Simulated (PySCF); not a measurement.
```tsv
atom	x (Å)	y (Å)	z (Å)
C	-0.8411	-1.3959	-0.1065
P	-0.2509	0.1009	-0.9904
C	-0.7887	1.3704	0.3176
F	-0.5393	1.0107	1.5813
F	-0.2224	2.5596	0.1187
F	-2.1165	1.5318	0.2185
C	1.5585	0.0123	-0.4165
F	1.7207	-0.2958	0.8748
F	2.1719	-0.9497	-1.1215
F	2.2075	1.1534	-0.6425
H	-0.5196	-1.4092	0.9362
H	-0.4549	-2.2723	-0.6269
H	-1.9295	-1.4157	-0.1605
```

Geometry: GFN2-xTB.

All numbers below come from PBE0/pcSseg-1, SCF density, gas phase, non-relativistic (PySCF).

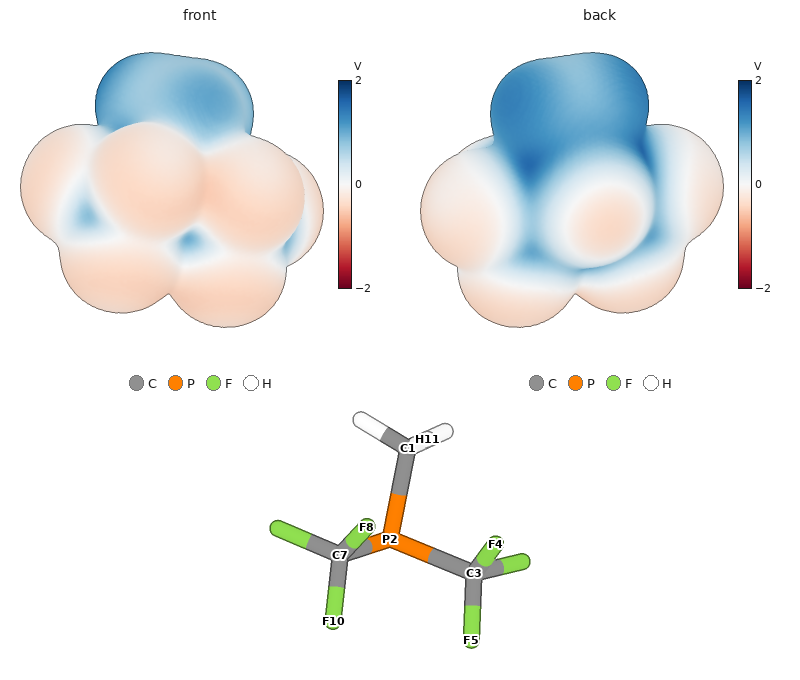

C3H3F6P (SMILES CP(C(F)(F)F)C(F)(F)F). The molecular electrostatic potential painted on the density surface at 0.002 e/bohr³, seen from the front and from behind; the colour scale runs from red (negative) to blue (positive). The bare structure is drawn below in the same view.

> Describe the electrostatic potential map.

The most negative region (about −0.5 V, or −12 kcal/mol for a unit charge) lies over F4, F5, F8 and F10, the most positive (about +1.5 V, or +35 kcal/mol for a unit charge) over P2 and H12.

> How polar is the molecule by this calculation?

Its dipole moment is 2.41 D.
